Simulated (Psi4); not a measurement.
# TPSS/6-31G(d) (density fitting with def2-universal-jkfit, spherical functions, sweep point 3) run of GeO (SMILES [O]=[Ge])

What is the vertical ionisation energy of GeO at TPSS/6-31G* (density fitting with def2-universal-jkfit, spherical functions, sweep point 3)? Input form: a Python script.

Program for the calculation: Psi4 1.11.

2 further runs of the same task are left out: 2 for a known fault of the program.

### Step 1. The system as given

GeO: 2 atoms, total charge 0, spin state singlet. As SMILES, `[O]=[Ge]`. The shape comes from GFN2-xTB, which is rough for such elements, and wasn't checked as a minimum.

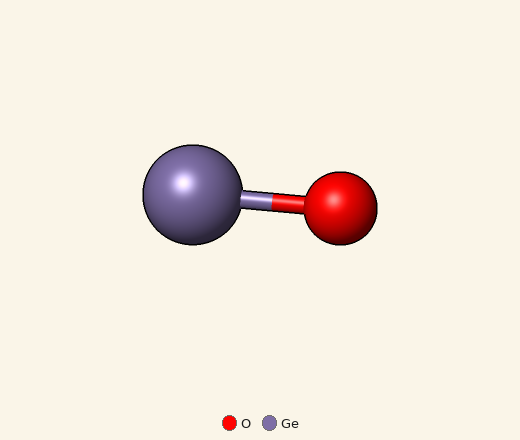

Viewed from a chosen angle; oxygen red, germanium purple.

### Step 2. The energy at TPSS/6-31G(d) (density fitting with def2-universal-jkfit, spherical functions, sweep point 3)

File job.py:

```python
import psi4

psi4.set_memory('1600 MB')
psi4.set_num_threads(1)
psi4.core.set_output_file('psi4.out', False)

m = psi4.geometry("""
0 1
O      0.000000     0.000000     0.000000
Ge     0.000000     0.000000     1.576490
symmetry c1
""")

psi4.set_options({
    'reference': 'rks',
    'puream': True,
    'scf_type': 'df',
    'dft_radial_points': 99,
    'dft_spherical_points': 590,
    'df_basis_scf': 'def2-universal-jkfit',
})

e = psi4.energy('tpss/6-31G*')
print(f'total energy {e:.8f} hartree = {e * 27.211386:.5f} eV')
```

Started as:

```console
$ python job.py
```

psi4.out (excerpt; [...] marks lines left out):

```text
[...]
  Running in c1 symmetry.
[...]
  Nuclear repulsion =   85.931002373323025
[...]
  Multiplicity = 1
[...]
  Nalpha       = 20
  Nbeta        = 20
[...]
    Number of basis functions: 46
[...]
   @DF-RKS iter   1: -2150.62306932074353   -2.03028e+00   5.91045e-02 DIIS/ADIIS
[...]
   @DF-RKS iter  10: -2151.91907510450437   -2.32963e-08   1.87466e-07 DIIS
[...]
    Orbital Energies [Eh]
    ---------------------
    Doubly Occupied:
       1A   -397.725010     2A    -49.337873     3A    -43.879502
       4A    -43.879502     5A    -43.875485     6A    -18.900403
       7A     -6.071761     8A     -4.261059     9A     -4.261059
      10A     -4.252354    11A     -1.128833    12A     -1.117124
      13A     -1.117124    14A     -1.111537    15A     -1.111537
      16A     -0.860252    17A     -0.417744    18A     -0.287213
      19A     -0.287213    20A     -0.266118
[...]
  @DF-RKS Final Energy: -2151.91907510450437
   => Energetics <=
    Nuclear Repulsion Energy =             85.9310023733230253
    One-Electron Energy =               -3168.0570840472591954
    Two-Electron Energy =                1017.7410474316693580
    DFT Exchange-Correlation Energy =     -87.5340408622371768
    Empirical Dispersion Energy =           0.0000000000000000
    VV10 Nonlocal Energy =                  0.0000000000000000
    Total Energy =                      -2151.9190751045043726
[...]
 Multipole Moments:
 ------------------------------------------------------------------------------------
     Multipole            Electronic (a.u.)      Nuclear  (a.u.)        Total (a.u.)
 ------------------------------------------------------------------------------------
 L = 1.  Multiply by 2.5417464519 to convert [e a0] to [Debye]
 Dipole X            :         -0.0000000            0.0000000           -0.0000000
 Dipole Y            :         -0.0000000            0.0000000           -0.0000000
 Dipole Z            :          3.6049802           -2.6350897            0.9698905
 Magnitude           :                                                    0.9698905
[...]
```

The script printed:

```text
total energy -2151.91907510 hartree = -58556.70059 eV
```

Run time: 6.9 s. Hardware: 1 thread of Intel Xeon Platinum 8375C at 2.90GHz (Ice Lake), shared host; peak memory 0.53 GiB.

### Step 3. The doublet cation

File run.py:

```python
import psi4

psi4.set_memory('1600 MB')
psi4.set_num_threads(1)
psi4.set_output_file('output.dat', False)

molecule = psi4.geometry("""
1 2
O      0.000000     0.000000     0.000000
Ge     0.000000     0.000000     1.576490
symmetry c1
""")

psi4.set_options({
    'basis': '6-31G*',
    'reference': 'uks',
    'puream': True,
    'scf_type': 'df',
    'dft_radial_points': 99,
    'dft_spherical_points': 590,
    'df_basis_scf': 'def2-universal-jkfit',
    'maxiter': 150,
})

e_tot, wfn = psi4.energy('TPSS', return_wfn=True)
print('E =', round(e_tot, 9))
for k, v in sorted(psi4.core.scalar_variables().items()):
    print(f'{k:45s} {v:18.10f}')
```

Started as:

```console
$ python run.py
```

output.dat (excerpt; [...] marks lines left out):

```text
[...]
  Running in c1 symmetry.
[...]
  Nuclear repulsion =   85.931002373323025
[...]
  Multiplicity = 2
[...]
  Nalpha       = 20
  Nbeta        = 19
[...]
    Number of basis functions: 46
[...]
   @DF-UKS iter   1: -2150.27439440795433   -1.68161e+00   5.85592e-02 ADIIS/DIIS
[...]
   @DF-UKS iter  10: -2151.51364383460896   -3.86176e-08   5.29464e-07 DIIS
[...]
   @S^2 Observed:                7.553350479E-01
[...]
    Orbital Energies [Eh]
    ---------------------
    Alpha Occupied:
       1A   -398.092101     2A    -49.700292     3A    -44.241769
       4A    -44.241769     5A    -44.240197     6A    -19.256396
       7A     -6.433395     8A     -4.620336     9A     -4.620336
      10A     -4.618695    11A     -1.494229    12A     -1.473917
      13A     -1.473917    14A     -1.473833    15A     -1.473833
      16A     -1.206301    17A     -0.761064    18A     -0.618512
      19A     -0.603386    20A     -0.603384
    Alpha Virtual:
      21A     -0.387299    22A     -0.387299    23A     -0.235432
      24A     -0.115620    25A     -0.046411    26A     -0.046410
[...]
  @DF-UKS Final Energy: -2151.51364383460896
   => Energetics <=
    Nuclear Repulsion Energy =             85.9310023733230253
    One-Electron Energy =               -3154.0168378084381402
    Two-Electron Energy =                1003.7934266933293657
    DFT Exchange-Correlation Energy =     -87.2212350928228091
    Empirical Dispersion Energy =           0.0000000000000000
    VV10 Nonlocal Energy =                  0.0000000000000000
    Total Energy =                      -2151.5136438346089562
[...]
 Multipole Moments:
 ------------------------------------------------------------------------------------
     Multipole            Electronic (a.u.)      Nuclear  (a.u.)        Total (a.u.)
 ------------------------------------------------------------------------------------
 L = 1.  Multiply by 2.5417464519 to convert [e a0] to [Debye]
 Dipole X            :         -0.0000003            0.0000000           -0.0000003
 Dipole Y            :         -0.0000000            0.0000000           -0.0000000
 Dipole Z            :          3.6884727           -2.6350897            1.0533829
 Magnitude           :                                                    1.0533829
[...]
```

Standard output:

```text
E = -2151.513643835
CURRENT ENERGY                                  -2151.5136438346
CURRENT REFERENCE ENERGY                        -2151.5136438346
DD SOLVATION ENERGY                                 0.0000000000
DFT FUNCTIONAL TOTAL ENERGY                     -2151.5136438346
DFT TOTAL ENERGY                                -2151.5136438346
DFT VV10 ENERGY                                     0.0000000000
DFT XC ENERGY                                     -87.2212350928
GRID ELECTRONS ALPHA                               20.0000000361
GRID ELECTRONS BETA                                19.0000000336
GRID ELECTRONS TOTAL                               39.0000000697
NUCLEAR REPULSION ENERGY                           85.9310023733
ONE-ELECTRON ENERGY                             -3154.0168378084
PCM POLARIZATION ENERGY                             0.0000000000
PE ENERGY                                           0.0000000000
SCF ITERATION ENERGY                            -2151.5136438346
SCF ITERATIONS                                     10.0000000000
SCF TOTAL ENERGY                                -2151.5136438346
TWO-ELECTRON ENERGY                              1003.7934266933
XC GRID RADIAL POINTS                              99.0000000000
XC GRID SPHERICAL POINTS                          590.0000000000
XC GRID TOTAL POINTS                           110891.0000000000
```

Run time: 10 s. Hardware: 1 thread of Intel Xeon Platinum 8375C at 2.90GHz (Ice Lake), shared host; peak memory 0.53 GiB.

### Step 4. What came out

Level: TPSS/6-31G* (density fitting with def2-universal-jkfit, spherical functions, sweep point 3).

```
                                          quantity           value
                         singlet GeO: total energy  -2151.91908 Eh
                        singlet GeO: dipole moment          2.47 D
                          singlet GeO: HOMO energy        -7.24 eV
                          singlet GeO: LUMO energy        -2.53 eV
                        singlet GeO: HOMO–LUMO gap         4.71 eV
                      doublet cation: total energy  -2151.51364 Eh
doublet cation: HOMO energy (highest over α and β)       -16.10 eV
 doublet cation: LUMO energy (lowest over α and β)       -14.82 eV
                              doublet cation: ⟨S²⟩           0.755
vertical ionisation energy (to the doublet cation)       11.032 eV
```

**Reading.** Removing an electron at fixed nuclei costs 11.03 eV (254 kcal/mol). −ε(HOMO) before ionisation, 7.24 eV, is 3.79 eV below this ionisation energy.
